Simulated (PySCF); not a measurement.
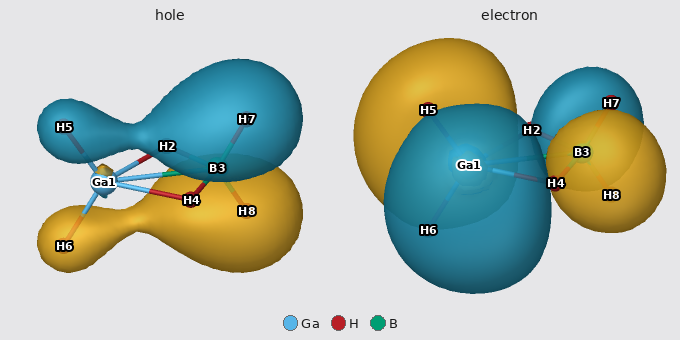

Figure 1: H2Ga(BH4) (BGaH₆). Leading natural transition orbital pair of S₃ (TDA singlet states); the surfaces enclose about 85 % of each orbital's density.

PySCF calculation, CAM-B3LYP/def2-SVPD, gas phase; geometry: GFN2-xTB. No frequency check shows the geometry to be a minimum. GFN2-xTB bond lengths at metals and heavier atoms can be off by up to 0.1 Å and shapes distorted, which carries into these values.

### What kind of excitation is it, and where does it lie?

7.40 eV (168 nm), f = 0.000 (dark), charge transfer; the leading pair carries 99 %; hole on B3 (38 %), H7 and H8 (22 % each) and Ga1 (7 %), electron on Ga1 (57 %), B3 (17 %) and H2 and H4 (6 % each); their centroids lie 1.8 Å apart. In canonical orbitals it is mainly HOMO−2 → LUMO (95 %). The HOMO–LUMO gap is 9.67 eV.
